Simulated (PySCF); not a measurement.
Input

```
{"job": {"kind": "nmr", "xc": "PBE0", "basis": "pcSseg-1"}, "charge": 0, "multiplicity": 1}
C      0.368631     1.685180    -1.753213
O     -0.147973     0.522946    -1.151211
C      0.220354     0.255484     0.116115
S      1.299195     1.310933     0.982841
C      1.277339     0.354746     2.410783
P      0.336747    -1.061864     2.424284
C     -0.238264    -0.848880     0.761715
Si    -1.406997    -2.006940    -0.155592
H      0.067403     2.582675    -1.202338
H      1.462249     1.651105    -1.804181
H     -0.045541     1.715358    -2.758970
H      1.871994     0.716073     3.230522
H     -0.725875    -2.511940    -1.348766
H     -1.737048    -3.097729     0.761694
H     -2.606628    -1.259159    -0.535597
```

Command:

```sh
OMP_NUM_THREADS=1 python probes_run.py task.json out
```

Geometry: GFN2-xTB.

These are results of PBE0/pcSseg-1, SCF density, gas phase, non-relativistic in PySCF, not measurements.

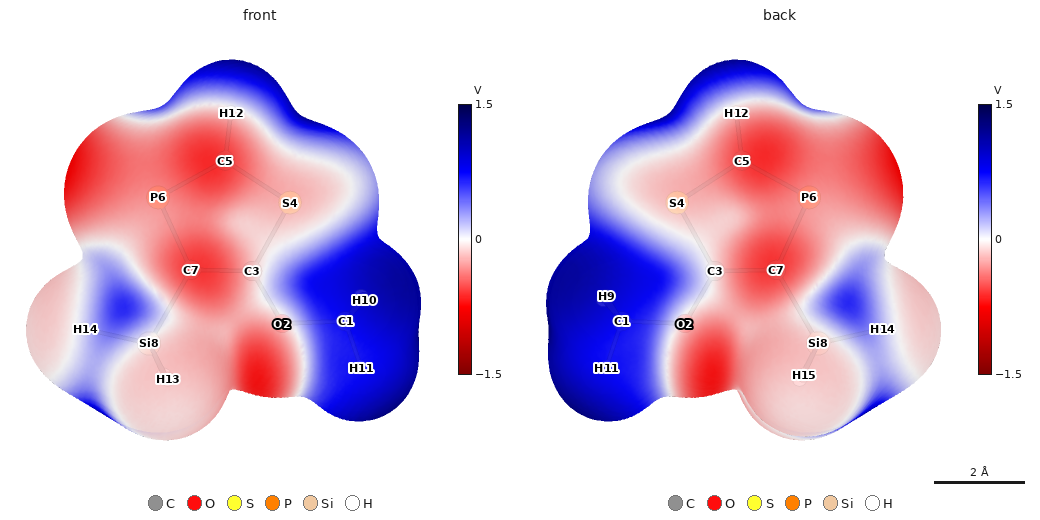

C4H7OPSSi (SMILES COc1scpc1[SiH3]). The electrostatic potential painted on the density surface at 0.002 e/bohr³, seen from the front and from behind; red is negative and blue positive.

Where is the surface potential most negative and most positive?

Answer. The most negative region (about −0.7 V) lies over O2 and P6, the most positive (about +1.3 V) over C1 and H11.

What dipole moment does the calculation give?

Answer. Its dipole moment is 3.11 D.
